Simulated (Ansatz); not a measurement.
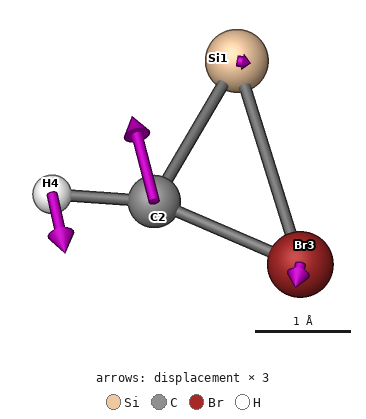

This is a relaxation of CHBrSi. The starting structure is drawn; purple arrows show the displacements, 3 times their true length. The two geometries are superimposed by the best rigid fit.

Style: ball-and-stick. Shown at a tilt.

It is one of the separated reactants of a reaction.

Level of theory: RKS PBE-D4/def2-SVP in Ansatz.

Input
```yaml
crystal:
  periodic: [false, false, false]
  atoms:
    - {symbol: Si, position_ang: [1.142270, -0.714002, 0.861010]}
    - {symbol: C, position_ang: [-0.311424, -0.026792, -0.298486]}
    - {symbol: Br, position_ang: [-0.081515, 1.526504, 0.364862]}
    - {symbol: H, position_ang: [-0.749331, -0.785710, -0.927376]}
basis:
  gaussian: {orbitals: def2-SVP}
hamiltonian: {xc: pbe, dispersion: d4}
relax: {f_tol: 0.03, max_steps: 250}
```

Command:
```bash
ansatz run in.yaml --threads 2 --pin off --events-out ev --progress --plain --max-ram 4352MiB
```

Question: Which element moves most?

Answer: Carbon: up to 0.36 Å, against 0.25 Å for hydrogen.

Question: Describe the change and its energy.

Answer: Over 7 geometry steps the energy falls by 1.957 eV. Largest force component: 7.4 eV/Å at the start, 0.015 eV/Å at the end. C2 moves most after the best rigid fit: 0.36 Å. Largest moves by element: C 0.36 Å, H 0.25 Å, Br 0.10 Å, Si 0.05 Å. Near-neighbour distances that change, for instance: C2–Br3 1.705 → 1.991 Å, Si1–C2 1.982 → 1.736 Å, Si1–Br3 2.601 → 2.672 Å, C2–H4 1.079 → 1.098 Å. Bond angles that change, for instance: Br3–C2–H4 157.4° → 113.6°, Si1–C2–H4 113.3° → 155.0°, Si1–Br3–C2 49.7° → 40.5°. Cost: 7.5 s on 2 threads of Arm Neoverse V2 (shared host).
